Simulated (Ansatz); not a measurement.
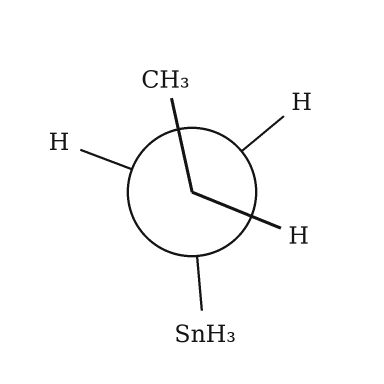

A Newman projection along the N–C bond, nitrogen in front; angles are drawn as computed, but eclipsed bonds slightly apart. The geometry was computed by an optimisation with PBE-D4/def2-SVP. No frequency run is at hand to confirm it as a minimum.

**Which molecule is it?**

C2H9NSn, CN[CH2][SnH3]

**What is the torsion angle from the front CH3 to the back SnH3? The sign is positive where the front bond must turn clockwise to cover the back bond.**

−172°, antiperiplanar (anti).
